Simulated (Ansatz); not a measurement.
InSiH7O4: geometry relaxation (part 1 of 2)

InSiH7O4, computed with RKS PBE-D4/def2-SVP (Ansatz 0.2.0).

The geometry: force-field start.

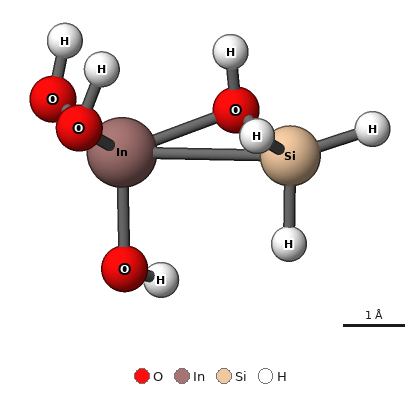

**Figure 1.** The starting structure (ball-and-stick view, seen at a tilt). Sticks mark near contacts.

### Input file
```yaml
crystal:
  periodic: [false, false, false]
  atoms:
    - {symbol: O, position_ang: [-1.255100, 2.386800, 0.929000]}
    - {symbol: In, position_ang: [-0.839900, 0.523400, 0.469600]}
    - {symbol: O, position_ang: [-0.479100, -0.477600, 2.156600]}
    - {symbol: O, position_ang: [-2.312600, -0.325200, -0.484800]}
    - {symbol: O, position_ang: [0.792600, 0.496100, -0.738600]}
    - {symbol: Si, position_ang: [1.115700, -1.139700, -1.030300]}
    - {symbol: H, position_ang: [-0.413900, 2.844100, 1.181500]}
    - {symbol: H, position_ang: [0.526100, -0.218400, 2.385600]}
    - {symbol: H, position_ang: [-2.266400, -0.058100, -1.387200]}
    - {symbol: H, position_ang: [1.534000, 0.799600, -0.110800]}
    - {symbol: H, position_ang: [-0.031300, -1.769500, -1.710600]}
    - {symbol: H, position_ang: [1.389000, -1.860100, 0.250200]}
    - {symbol: H, position_ang: [2.261200, -1.236400, -1.895500]}
basis:
  gaussian: {orbitals: def2-SVP}
hamiltonian: {xc: pbe, dispersion: d4}
relax: {f_tol: 0.03, max_steps: 200}
```

Hardware: 4 threads of Intel Xeon @ 2.70GHz, 180 GiB of memory available, shared host.

Command:
```bash
ansatz run in.yaml --threads 4 --pin off --events-out ev --progress --plain --max-ram 11315MiB
```

### Log
```
Functional definition: PBE
  name "PBE"
  cite "Perdew, Burke & Ernzerhof, Phys. Rev. Lett. 77, 3865 (1996) doi:10.1103/PhysRevLett.77.3865"
  parent pbe
  parameter kappa = 0.804
  parameter beta = 0.06672455060314922
  exchange = pbe_x(kappa = kappa, mu = beta*pi^2/3)
  correlation = pbe_c(beta = beta)
1490 factors; their error is unknown
mean field evaluation 1: about -21308.9413 eV, gradient 1.1e2 eV
mean field evaluation 2: about -20909.6206 eV, gradient 3.3e2 eV
mean field evaluation 4: about -21329.1065 eV, gradient 3.7e1 eV
mean field evaluation 8: about -21331.7690 eV, gradient 6.5e-1 eV
mean field evaluation 16: about -21331.7051 eV, gradient 3.2e-4 eV
mean field -21331.70510316 eV, -783.9257033921 hartree, gradient 7.1e-5 eV, S^2 0.000000; 0 other end points of the search recorded, 0 dependent functions left out
the calculation of the forces begins
reference -21331.70516144 eV, -783.9257055340 hartree; 37, 37 occupied and 98, 98 virtual orbitals, 1490 factors
relax step   1: F+E_penalty+E_count = -21332.00861770 eV  Δ(F+E_penalty+E_count) = +0.000e0 eV  max|allowed force component| = 3.698e0 eV/Å  Δτ_max = 0.0000 Å  (30 SCF iters, accepted)
these checks for a lower state are left out or cut short: starts, cluster_reference, orbital_swaps, neighbouring_geometries, increment
1490 factors; their error is unknown
mean field -21333.03089172 eV, -783.9744252232 hartree, gradient 1.5e-5 eV, S^2 0.000000; 0 other end points of the search recorded, 0 dependent functions left out
[... from here on the field's lines of each further geometry are left out, up to the last ...]
relax step   2: F+E_penalty+E_count = -21333.32068881 eV  Δ(F+E_penalty+E_count) = -1.312e0 eV  max|allowed force component| = 1.433e0 eV/Å  Δτ_max = 0.1904 Å  (37 SCF iters, accepted)
relax step   3: F+E_penalty+E_count = -21333.53127525 eV  Δ(F+E_penalty+E_count) = -2.106e-1 eV  max|allowed force component| = 1.749e0 eV/Å  Δτ_max = 0.1924 Å  (37 SCF iters, accepted)
relax step   4: F+E_penalty+E_count = -21333.63071045 eV  Δ(F+E_penalty+E_count) = -9.944e-2 eV  max|allowed force component| = 1.080e0 eV/Å  Δτ_max = 0.1933 Å  (37 SCF iters, accepted)
relax step   5: F+E_penalty+E_count = -21333.72964738 eV  Δ(F+E_penalty+E_count) = -9.894e-2 eV  max|allowed force component| = 3.776e-1 eV/Å  Δτ_max = 0.2000 Å  (32 SCF iters, accepted)
relax step   6: F+E_penalty+E_count = -21333.76621832 eV  Δ(F+E_penalty+E_count) = -3.657e-2 eV  max|allowed force component| = 2.262e-1 eV/Å  Δτ_max = 0.1999 Å  (35 SCF iters, accepted)
relax step   7: F+E_penalty+E_count = -21333.79940213 eV  Δ(F+E_penalty+E_count) = -3.318e-2 eV  max|allowed force component| = 2.749e-1 eV/Å  Δτ_max = 0.1999 Å  (30 SCF iters, accepted)
relax step   8: F+E_penalty+E_count = -21333.82504374 eV  Δ(F+E_penalty+E_count) = -2.564e-2 eV  max|allowed force component| = 7.635e-1 eV/Å  Δτ_max = 0.1952 Å  (31 SCF iters, accepted)
relax step   9: F+E_penalty+E_count = -21333.84209518 eV  Δ(F+E_penalty+E_count) = -1.705e-2 eV  max|allowed force component| = 1.375e0 eV/Å  Δτ_max = 0.1605 Å  (32 SCF iters, accepted)
relax step  10: F+E_penalty+E_count = -21333.87416002 eV  Δ(F+E_penalty+E_count) = -3.206e-2 eV  max|allowed force component| = 1.027e0 eV/Å  Δτ_max = 0.1236 Å  (30 SCF iters, accepted)
relax step  11: F+E_penalty+E_count = -21333.92213853 eV  Δ(F+E_penalty+E_count) = -4.798e-2 eV  max|allowed force component| = 3.442e-1 eV/Å  Δτ_max = 0.1999 Å  (31 SCF iters, accepted)
relax step  12: F+E_penalty+E_count = -21333.95695500 eV  Δ(F+E_penalty+E_count) = -3.482e-2 eV  max|allowed force component| = 1.840e-1 eV/Å  Δτ_max = 0.1969 Å  (31 SCF iters, accepted)
relax step  13: F+E_penalty+E_count = -21333.97285556 eV  Δ(F+E_penalty+E_count) = -1.590e-2 eV  max|allowed force component| = 2.767e-1 eV/Å  Δτ_max = 0.1811 Å  (32 SCF iters, accepted)
relax step  14: F+E_penalty+E_count = -21333.98900972 eV  Δ(F+E_penalty+E_count) = -1.615e-2 eV  max|allowed force component| = 4.304e-1 eV/Å  Δτ_max = 0.0898 Å  (32 SCF iters, accepted)
relax step  15: F+E_penalty+E_count = -21333.99562805 eV  Δ(F+E_penalty+E_count) = -6.618e-3 eV  max|allowed force component| = 7.174e-1 eV/Å  Δτ_max = 0.1039 Å  (33 SCF iters, accepted)
relax step  16: F+E_penalty+E_count = -21334.00226283 eV  Δ(F+E_penalty+E_count) = -6.635e-3 eV  max|allowed force component| = 6.530e-1 eV/Å  Δτ_max = 0.1172 Å  (33 SCF iters, accepted)
relax step  17: F+E_penalty+E_count = -21334.02172056 eV  Δ(F+E_penalty+E_count) = -1.946e-2 eV  max|allowed force component| = 2.422e-1 eV/Å  Δτ_max = 0.0998 Å  (32 SCF iters, accepted)
relax step  18: F+E_penalty+E_count = -21334.03921484 eV  Δ(F+E_penalty+E_count) = -1.749e-2 eV  max|allowed force component| = 6.509e-1 eV/Å  Δτ_max = 0.1950 Å  (39 SCF iters, accepted)
relax step  19: F+E_penalty+E_count = -21334.05786555 eV  Δ(F+E_penalty+E_count) = -1.865e-2 eV  max|allowed force component| = 6.897e-1 eV/Å  Δτ_max = 0.1232 Å  (31 SCF iters, accepted)
relax step  20: F+E_penalty+E_count = -21334.07633210 eV  Δ(F+E_penalty+E_count) = -1.847e-2 eV  max|allowed force component| = 9.994e-1 eV/Å  Δτ_max = 0.1938 Å  (31 SCF iters, accepted)
relax step  21: F+E_penalty+E_count = -21334.08008543 eV  Δ(F+E_penalty+E_count) = -3.753e-3 eV  max|allowed force component| = 6.870e-1 eV/Å  Δτ_max = 0.2000 Å  (36 SCF iters, accepted)
relax step  22: F+E_penalty+E_count = -21334.11618908 eV  Δ(F+E_penalty+E_count) = -3.610e-2 eV  max|allowed force component| = 7.975e-1 eV/Å  Δτ_max = 0.1267 Å  (32 SCF iters, accepted)
relax step  23: F+E_penalty+E_count = -21334.11347243 eV  Δ(F+E_penalty+E_count) = +2.717e-3 eV  max|allowed force component| = 3.000e-1 eV/Å  Δτ_max = 0.2000 Å  (31 SCF iters, rejected (line search))
relax step  24: F+E_penalty+E_count = -21334.12642756 eV  Δ(F+E_penalty+E_count) = -1.024e-2 eV  max|allowed force component| = 2.442e-1 eV/Å  Δτ_max = 0.0999 Å  (32 SCF iters, accepted)
relax step  25: F+E_penalty+E_count = -21334.14127456 eV  Δ(F+E_penalty+E_count) = -1.485e-2 eV  max|allowed force component| = 4.637e-2 eV/Å  Δτ_max = 0.0752 Å  (30 SCF iters, accepted)
the calculation of the forces begins
reference -21333.85339120 eV, -784.0046515216 hartree; 37, 37 occupied and 98, 98 virtual orbitals, 1490 factors
relax step  26: F+E_penalty+E_count = -21334.14292241 eV  Δ(F+E_penalty+E_count) = -1.648e-3 eV  max|allowed force component| = 2.669e-2 eV/Å  Δτ_max = 0.0565 Å  (30 SCF iters, accepted)
```

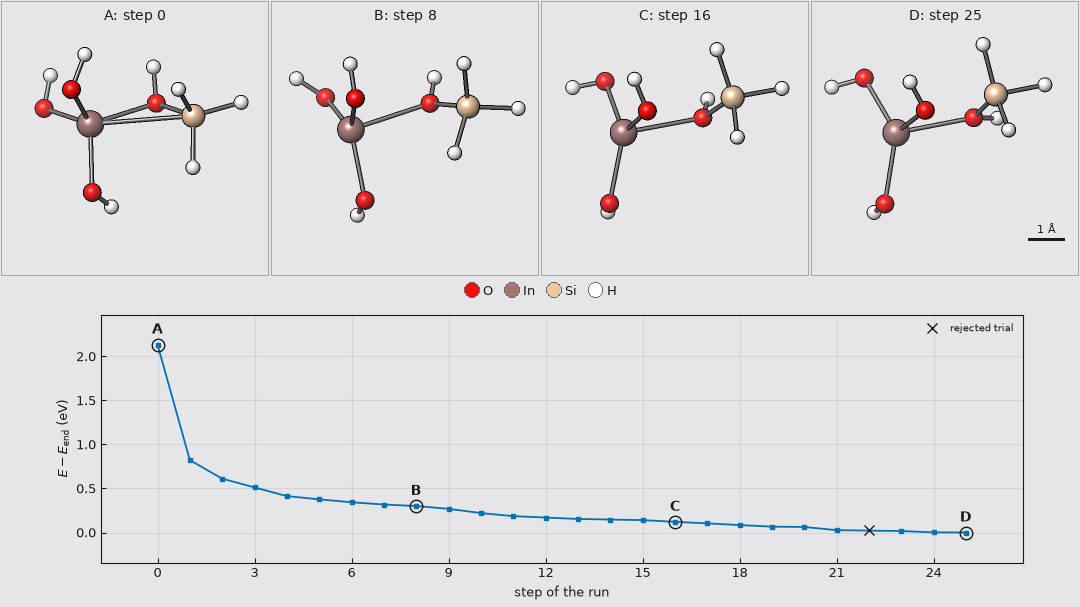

**Figure 2.** Frames of the relaxation (ball-and-stick view, seen at a tilt) above the curves, on which the letters mark them (the first geometry is step 0 here and step 1 in the log).

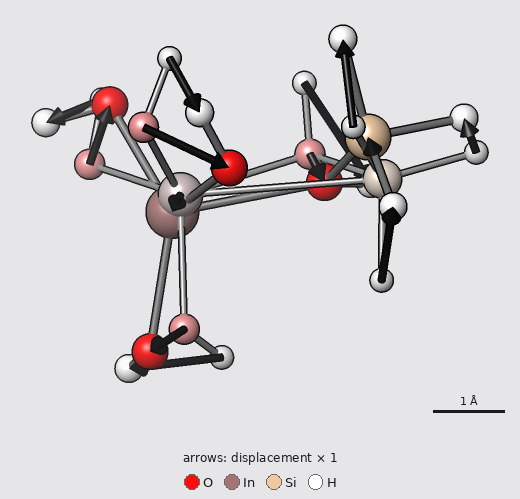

**Figure 3.** Start (faint) and end (solid) with the displacements as black arrows, at true length (ball-and-stick view, seen at a tilt). The two geometries are laid on each other by the best rigid fit. H10 moves most after the best rigid fit: 1.80 Å. By element the largest moves are H 1.80 Å, O 1.36 Å, Si 0.77 Å, In 0.38 Å. Among the contacts that change: In2–Si6 2.973 → 3.295 Å, In2–O5 2.031 → 2.217 Å, In2–O3 1.995 → 2.114 Å, O5–Si6 1.693 → 1.794 Å. Among the angles that change: O3–In2–O5 110.5° → 68.4°, In2–O5–H10 102.4° → 135.9°, O1–In2–O4 111.6° → 131.3°. After 25 geometry steps the energy has fallen by 2.134 eV. The largest force component goes from 3.7 to 0.027 eV/Å. The line search rejected the trial step at point 22 (counted from 0) and went back. (Atoms are counted from 1 in the order of the input.)

```
1490 factors; their error is unknown
mean field -21333.85333114 eV, -784.0046493142 hartree, gradient 1.9e-5 eV, S^2 0.000000; 1 other end points of the search recorded, 0 dependent functions left out
the calculation of the forces begins
reference -21333.85339120 eV, -784.0046515216 hartree; 37, 37 occupied and 98, 98 virtual orbitals, 1490 factors
Total energy: -21334.14298247 eV, -784.0152938044 hartree
Atom 0 at    -0.343554     2.393254     1.259331 Å, force     0.009898    -0.005727    -0.004694 eV/Å
Atom 1 at    -1.069700     0.760611     0.304305 Å, force     0.014953    -0.015752     0.003981 eV/Å
Atom 2 at    -0.148235    -1.017775     0.979712 Å, force     0.012603     0.000627    -0.004435 eV/Å
Atom 3 at    -2.854506     0.415996    -0.578044 Å, force     0.008379    -0.002405    -0.001172 eV/Å
Atom 4 at     0.569575     0.126026    -1.046579 Å, force    -0.005591     0.007537     0.026685 eV/Å
Atom 5 at     1.404263    -1.309504    -0.368198 Å, force    -0.013433    -0.006341     0.000258 eV/Å
Atom 6 at    -1.085004     2.905107     1.636758 Å, force    -0.012388     0.004261     0.003851 eV/Å
Atom 7 at     0.215135    -0.971713     1.884366 Å, force    -0.010530     0.012441    -0.009443 eV/Å
Atom 8 at    -3.194582     1.259266    -0.936277 Å, force    -0.005068     0.002686     0.000769 eV/Å
Atom 9 at     0.981545     0.473198    -1.857540 Å, force     0.002897     0.008612    -0.014964 eV/Å
Atom 10 at     0.785407    -2.650225    -0.628821 Å, force    -0.001987    -0.007466     0.006479 eV/Å
Atom 11 at     2.294362    -1.175877     0.843358 Å, force    -0.005985     0.002530    -0.005347 eV/Å
Atom 12 at     2.465594    -1.243363    -1.477671 Å, force     0.006250    -0.001003    -0.001969 eV/Å
Dipole moment:    -0.222089     0.562540     0.038910 e Å
```

### Trajectory as extended XYZ (Å, eV, eV/Å), 17 of the 26 frames kept, from step=1 to step=26
```
13
Properties=species:S:1:pos:R:3:forces:R:3 step=1 energy=-21332.00862
O    -1.2551    2.3868    0.9290    0.7081   2.0424   0.2439
In   -0.8399    0.5234    0.4696   -3.1514   0.4178   2.4899
O    -0.4791   -0.4776    2.1566    3.6984   0.0177   1.2984
O    -2.3126   -0.3252   -0.4848   -0.9701  -1.3970   0.4431
O     0.7926    0.4961   -0.7386    3.6869   1.4016  -0.2183
Si    1.1157   -1.1397   -1.0303    0.0631  -2.5520  -0.3099
H    -0.4139    2.8441    1.1815   -0.7068  -0.0594  -0.0695
H     0.5261   -0.2184    2.3856   -2.8669  -0.8826  -0.3174
H    -2.2664   -0.0581   -1.3872   -0.2070   0.4627  -1.7979
H     1.5340    0.7996   -0.1108   -0.8706   0.0522  -1.1670
H    -0.0313   -1.7695   -1.7106   -0.4213   0.1622  -0.0846
H     1.3890   -1.8601    0.2502   -0.0067   0.1941   0.1685
H     2.2612   -1.2364   -1.8955    1.0444   0.1404  -0.6792
13
Properties=species:S:1:pos:R:3:forces:R:3 step=3 energy=-21333.53128
O    -1.2677    2.6485    0.8280    0.6562  -0.0873   0.2241
In   -1.1246    0.6027    0.6733   -0.2489  -0.1959   0.2710
O    -0.3250   -0.6120    2.1534    0.0262   0.3367  -0.3386
O    -2.2843   -0.5107   -0.6106   -0.0406   1.6805  -1.5225
O     0.8052    0.3869   -0.6715    0.7048   0.1382   0.1821
Si    1.1922   -1.2732   -1.0486   -0.2589   0.0415   0.1053
H    -0.4519    2.9662    1.2979   -0.6473  -0.2215  -0.2793
H     0.5147   -0.2005    2.4506   -0.1974  -0.0565   0.0107
H    -2.4302    0.1202   -1.4202    0.2387  -1.3930   1.7492
H     1.5699    0.8250   -0.2228   -0.4352  -0.1033  -0.3173
H    -0.0430   -1.7811   -1.7162    0.0728  -0.0098   0.0099
H     1.4774   -1.9532    0.2552    0.0865  -0.1127  -0.0823
H     2.3875   -1.2537   -1.9538    0.0431  -0.0169  -0.0124
13
Properties=species:S:1:pos:R:3:forces:R:3 step=4 energy=-21333.63071
O    -1.2383    2.6430    0.7695    1.0044   0.3630   0.8901
In   -1.1111    0.6098    0.6575   -0.0803  -0.1120   0.0926
O    -0.2965   -0.6180    2.0842    1.0210   0.8979   0.6058
O    -2.2568   -0.4660   -0.6332   -0.1989   0.7226  -0.6223
O     0.8439    0.3607   -0.6912    0.4699  -0.0415   0.0405
Si    1.2160   -1.3046   -1.0573   -0.1441   0.1254   0.1400
H    -0.5561    2.9514    1.4472   -0.9958  -0.3996  -0.8936
H     0.4148   -0.0857    2.5699   -1.0795  -0.8054  -0.6638
H    -2.5439    0.1699   -1.3481    0.2279  -0.6214   0.6699
H     1.6273    0.8256   -0.3192   -0.3286  -0.0436  -0.1575
H    -0.0157   -1.8177   -1.7211    0.0134  -0.0090   0.0037
H     1.5305   -2.0102    0.2260    0.0467  -0.0693  -0.0608
H     2.4063   -1.2932   -1.9694    0.0441  -0.0071  -0.0447
```
